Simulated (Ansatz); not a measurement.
**Fields on a plane of Ti3O5 (space group C2/m)**

```yaml
crystal:
  lattice:
    - [4.81481, -1.92409, 0.00000]
    - [4.81481, 1.92409, 0.00000]
    - [-0.17934, 0.00000, 9.17851]
  atoms:
    - { symbol: Ti, position: [0.94315, 0.94315, 0.64108] }
    - { symbol: Ti, position: [0.05685, 0.05685, 0.35892] }
    - { symbol: Ti, position: [0.86622, 0.86622, 0.95541] }
    - { symbol: Ti, position: [0.13378, 0.13378, 0.04459] }
    - { symbol: Ti, position: [0.22241, 0.22241, 0.73847] }
    - { symbol: Ti, position: [0.77759, 0.77759, 0.26153] }
    - { symbol: O, position: [0.58627, 0.58627, 0.34021] }
    - { symbol: O, position: [0.41373, 0.41373, 0.65979] }
    - { symbol: O, position: [0.67034, 0.67034, 0.05389] }
    - { symbol: O, position: [0.32966, 0.32966, 0.94611] }
    - { symbol: O, position: [0.87101, 0.87101, 0.44267] }
    - { symbol: O, position: [0.12899, 0.12899, 0.55733] }
    - { symbol: O, position: [0.24415, 0.24415, 0.24430] }
    - { symbol: O, position: [0.75585, 0.75585, 0.75570] }
    - { symbol: O, position: [0.04209, 0.04209, 0.84737] }
    - { symbol: O, position: [0.95791, 0.95791, 0.15263] }
```

The slice is a (100) plane (indices of the conventional cell) through the point (0.222, 0.222, 0.739) (fractional), spanned by u = [1 -1 0] and v = [001] in vectors of this cell: u (3.85 Å) and v (9.18 Å, at 90° to u). It covers one period; positions are fractions (u, v).

Atoms on it: Ti at (0.00, 0.00); O at (0.00, 0.51), 0.2 Å off the plane. Other atoms lie within 1 Å of the plane.

Calculation: PBEsol (plane waves to 420 eV, PAW, scalar-relativistic; Ansatz, a first-principles code). k mesh 11×11×4. Inside the PAW spheres the values are not all-electron values, and peaks at nuclei hang on which shells count as valence. Ti3O5 is run without spin polarisation and with no Hubbard U. Ti3O5 was relaxed with its symmetry unable to fall.

```tsv
v \ u	0.00	0.08	0.17	0.25	0.33	0.42	0.50	0.58	0.67	0.75	0.83	0.92
0.93	0.4	0.2	-0.3	-0.7	-0.6	-0.4	-0.3	-0.4	-0.6	-0.7	-0.3	0.2
0.86	-0.4	-0.5	-0.7	-1.1	-1.3	-1.4	-1.4	-1.4	-1.3	-1.1	-0.7	-0.5
0.79	-0.5	-0.6	-0.9	-1.2	-1.5	-1.6	-1.6	-1.6	-1.5	-1.2	-0.9	-0.6
0.71	-1.1	-1.2	-1.3	-1.4	-1.3	-1.3	-1.2	-1.3	-1.3	-1.4	-1.3	-1.2
0.64	-0.9	-1.0	-1.1	-1.1	-1.0	-0.8	-0.8	-0.8	-1.0	-1.1	-1.1	-1.0
0.57	0.2	0.1	-0.3	-0.5	-0.4	0.1	0.3	0.1	-0.4	-0.5	-0.3	0.1
0.50	0.8	0.7	0.2	-0.3	-0.2	0.4	0.6	0.4	-0.2	-0.3	0.2	0.7
0.43	0.0	-0.1	-0.4	-0.6	-0.7	-0.5	-0.3	-0.5	-0.7	-0.6	-0.4	-0.1
0.36	-0.4	-0.5	-0.7	-0.6	-0.3	0.1	0.2	0.1	-0.3	-0.6	-0.7	-0.5
0.29	-0.2	-0.3	-0.6	-0.5	-0.2	0.2	0.3	0.2	-0.2	-0.5	-0.6	-0.3
0.21	-0.4	-0.5	-0.7	-0.8	-0.8	-0.6	-0.5	-0.6	-0.8	-0.8	-0.7	-0.5
0.14	-0.6	-0.7	-0.8	-1.0	-0.9	-0.8	-0.8	-0.8	-0.9	-1.0	-0.8	-0.7
0.07	0.4	0.2	-0.3	-0.5	-0.2	0.1	0.3	0.1	-0.2	-0.5	-0.3	0.2
0.00	1.0	0.9	0.5	-0.2	0.1	0.5	0.7	0.5	0.1	-0.2	0.5	0.9
```

Values: log₁₀ of the valence density in e/Å³. The scale is logarithmic, as a density can span decades between atoms and voids.

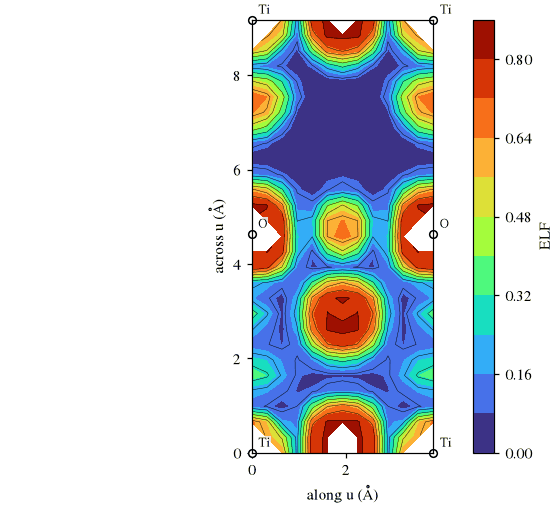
Electron localisation function (ELF), one period of the plane, atoms marked. Points within 0.4 Å of a nucleus are left white, as the pseudised field means little there.
